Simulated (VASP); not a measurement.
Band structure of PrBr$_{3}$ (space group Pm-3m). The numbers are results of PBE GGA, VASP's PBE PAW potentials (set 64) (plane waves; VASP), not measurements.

The moments were started parallel, and other spin orders were not tried in this run.

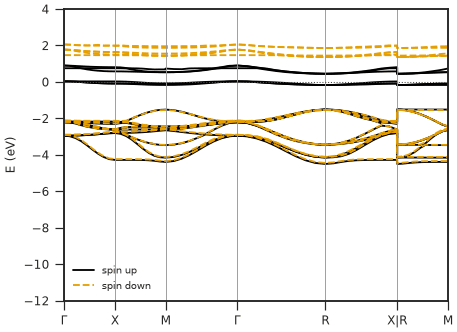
Bands along high-symmetry lines, zero at the valence-band maximum or, without a gap, the Fermi level

Problem. Read the plot: is there a gap, and where are the band edges?

Solution. It has no gap at this level: it comes out as a metal or semimetal.

The structure was generated: PrBr3 was put into an ordered model structure, which need not be its known phase. The cell was not relaxed at this level. The k-mesh is coarse (spacing up to 0.37 per Å, 2π included), so the numbers may not be converged in it.
